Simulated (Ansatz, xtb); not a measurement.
# Ligand exchange: C2H5BrSi + C2H7AlO → C2H6OSi + C2H6AlBr

Species: C2H5BrSi `C=C[SiH2]Br`, singlet; C2H7AlO `C[CH2][AlH][OH]`, singlet; C2H6OSi `C=C[SiH2]O`, singlet; C2H6AlBr `C[CH2][AlH][Br]`, singlet. The partners trade Br for OH: Si–Br and Al–OH bonds give way to Si–OH and Al–Br.

Shapes, held fixed at every level: PBE0-D4/def2-TZVP. Flexible molecules stand in one conformer, not always the lowest. Programs: Ansatz 0.2.0, xtb 6.7.1. The zero-point and thermal change to 298 K, harmonic and unscaled (PBE0-D4/def2-TZVP), is +0.9 kJ/mol.

| level | kind | ΔH(298 K) (kJ/mol) | less CCSD(T)/def2-TZVPP |
| --- | --- | --- | --- |
| GFN0-xTB | semi-empirical | -52.1 | -26.5 |
| HF/def2-SVP | Hartree–Fock | -33.5 | -7.9 |
| HF/def2-TZVPP | Hartree–Fock | -36.4 | -10.8 |
| SPW92/def2-TZVPP | LDA | -22.0 | +3.6 |
| PBE0-D4/def2-TZVPP | global hybrid | -24.2 | +1.4 |
| wB97M-V/def2-TZVPP | range-separated hybrid | -24.8 | +0.8 |
| MP2/def2-TZVPP | perturbation theory | -23.5 | +2.1 |
| CCSD/def2-SVP | coupled cluster or CI | -24.6 | +1.0 |
| CCSD(T)/def2-TZVPP | coupled cluster or CI | -25.6 | 0.0 |

The highest level, CCSD(T)/def2-TZVPP, gives ΔH(298 K) = -25.6 kJ/mol; the levels span -52.1 to -22.0. The column of differences is taken from that level and isn't an error. No measured value is set beside it here. Relativity is left out for Br. Outer-core shells of Br are correlated in most correlated rows, in sets that cover them unevenly.

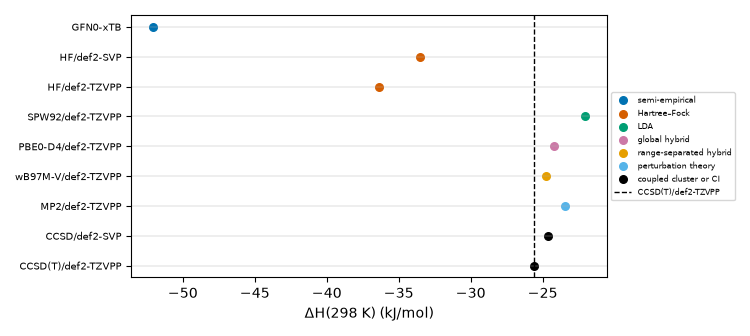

The values of the table, level by level.
